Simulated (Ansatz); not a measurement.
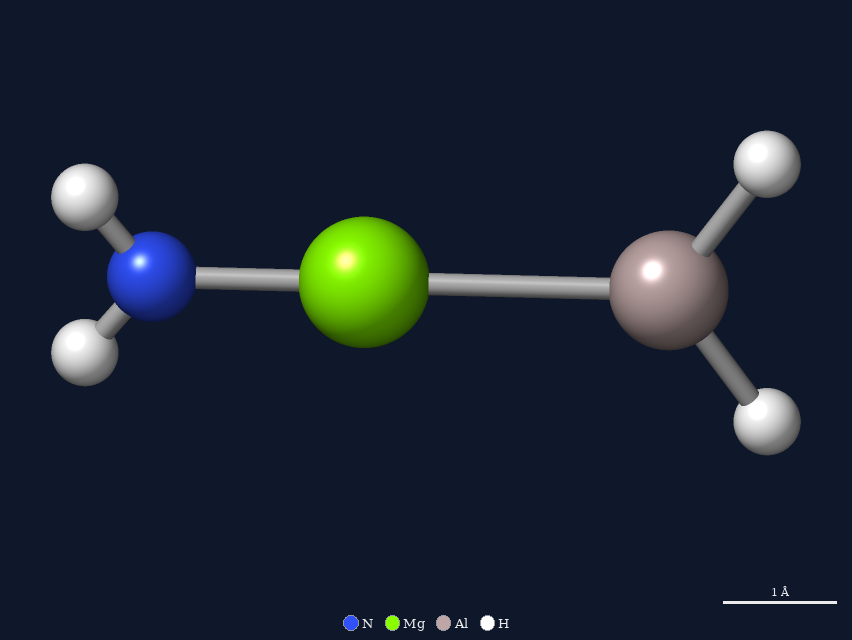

Rendered structure (ball-and-stick style). Every bond is drawn as one stick, whatever its order.

The geometry was computed by an optimisation with PBE0-D4/def2-TZVP. No frequency run is at hand to confirm it as a minimum.

Describe the molecule.

It has 7 atoms: 1 aluminium, 4 hydrogen, 1 magnesium and 1 nitrogen (AlH4MgN). SMILES: `[NH2][Mg][AlH2]`. All atoms lie on one plane. Coordination: 1 N trigonal planar; 1 Mg linear; 1 Al trigonal planar.

More results for the same structure follow; atom numbers are the same in all pictures, views and colours differ.

Shape

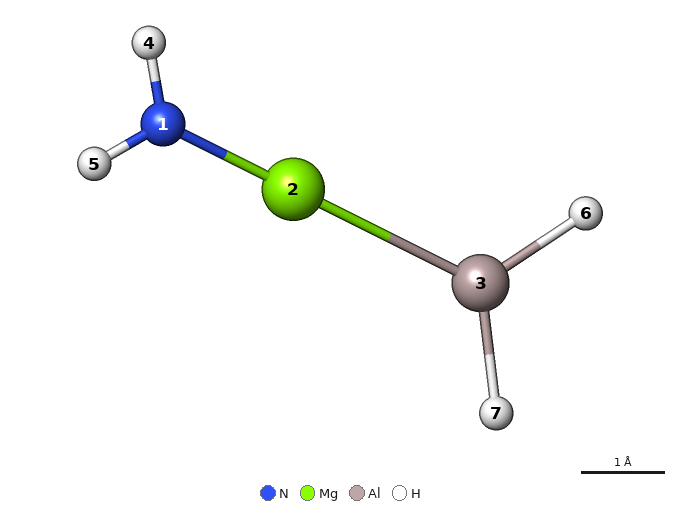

Atoms carry their numbers in the input. No frequency run is at hand to confirm it as a minimum.

Give the bond lengths.

| bond | length (Å) |
| --- | --- |
| N1–Mg2 | 1.893 |
| N1–H4 | 1.010 |
| N1–H5 | 1.010 |
| Mg2–Al3 | 2.720 |
| Al3–H6 | 1.601 |
| Al3–H7 | 1.601 |

Electronic properties

No frequency run is at hand to confirm it as a minimum. Level of theory: RKS PBE0-D4/def2-TZVPP (Ansatz 0.2.0).

Computed properties:

- HOMO energy (Kohn–Sham orbital): −6.23 eV
- LUMO energy (Kohn–Sham orbital): −2.16 eV
- HOMO–LUMO gap: 4.07 eV
- dispersion correction: −6.6 kJ/mol

Charges

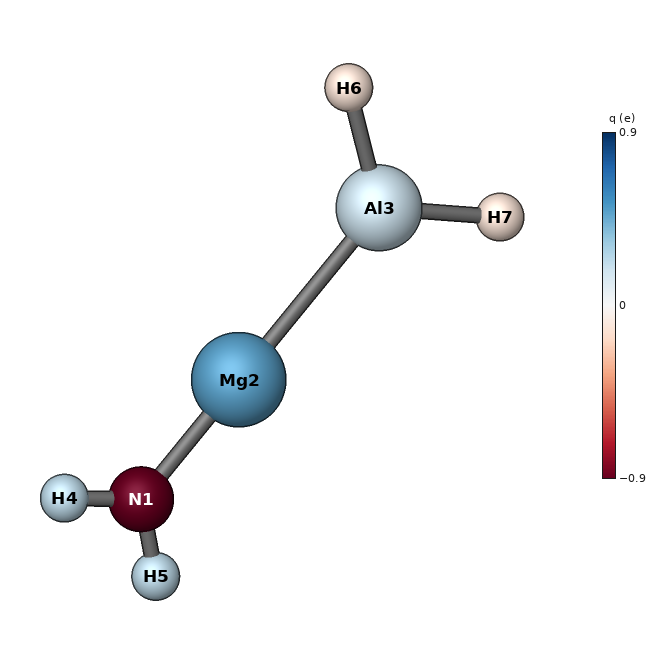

Atoms are coloured by their Mulliken charges. No frequency run is at hand to confirm it as a minimum. Level of theory: RKS PBE0-D4/def2-TZVP (Ansatz 0.2.0).

Which atom carries the highest charge (most positive or least negative)?

Mg2 (0.48 e).

And the lowest?

N1 (−0.90 e).

List the Mulliken charges.

```tsv
atom	value (e)
N1	−0.90
Mg2	0.48
Al3	0.19
H4	0.23
H5	0.23
H6	−0.11
H7	−0.11
```

Dipole moment

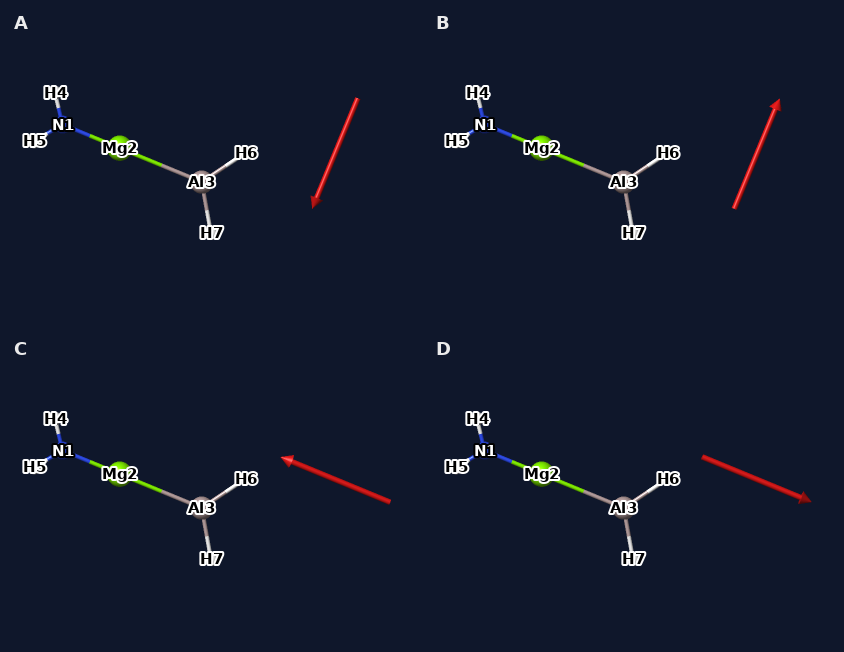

The same molecule four times, each with an arrow. No frequency run is at hand to confirm it as a minimum. Level of theory: RKS PBE0-D4/def2-TZVP (Ansatz 0.2.0).

Which arrow points along the dipole moment, from the negative to the positive end?

C. The dipole moment is 1.03 D; it points from the side of H6, H7 to the side of H4, H5 (the outermost atoms at the two ends).

Mulliken values depend strongly on the basis set and can even reverse the polarity of a bond.
